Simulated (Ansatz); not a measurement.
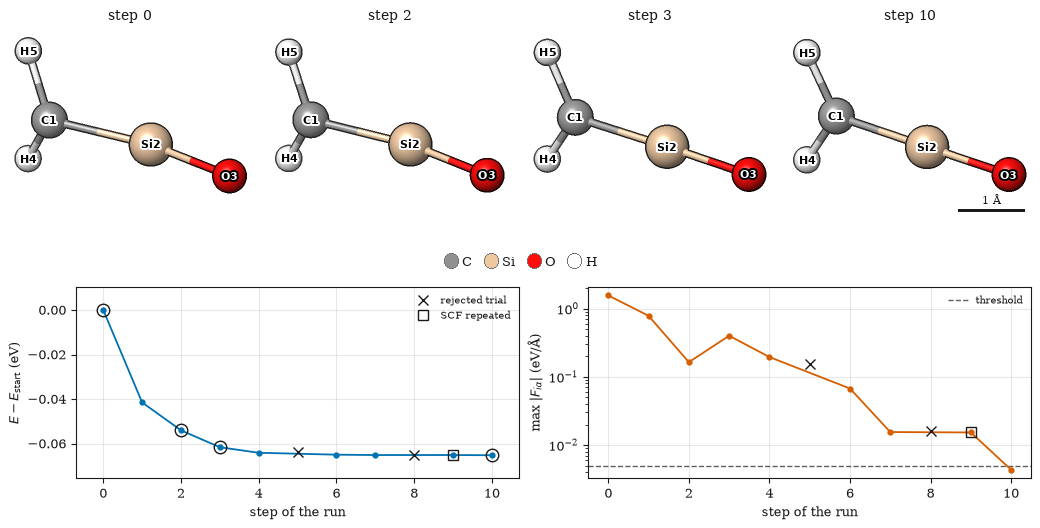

Frames of a relaxation of CH2OSi, marked on the history of the run. The picture is a ball-and-stick view, seen at a tilt.

It is one of the separated reactants of a reaction.

These are results of RKS PBE0-D4/def2-TZVP in Ansatz 0.2.0, not measurements. Settings: force threshold 0.005 eV/Å; at most 200 steps.

Q: Describe the path.

A: The largest move after the best rigid fit is that of C1, 0.16 Å. By element the largest moves are C 0.16 Å, Si 0.10 Å, H 0.05 Å, O 0.05 Å. Among the contacts that change: C1–Si2 1.716 → 1.678 Å, Si2–O3 1.545 → 1.510 Å, C1–H4 1.102 → 1.081 Å. Among the angles between lasting bonds that change: C1–Si2–O3 166.7° → 179.7°, Si2–C1–H4 116.9° → 120.1°, H4–C1–H5 117.2° → 119.9°. The energy falls by 0.065 eV in 7 accepted moves (10 points after the start). The largest force component goes from 1.6 to 0.0043 eV/Å. The line search rejected the trial steps at points 5, 8 of the run. 1 step only repeated the SCF at the same geometry. From step 0 to 2: O3 moves most (0.04 Å), energy −0.054 eV. From step 2 to 3: C1 moves most (0.10 Å), energy −0.008 eV. From step 3 to 10: C1 moves most (0.04 Å), energy −0.004 eV.
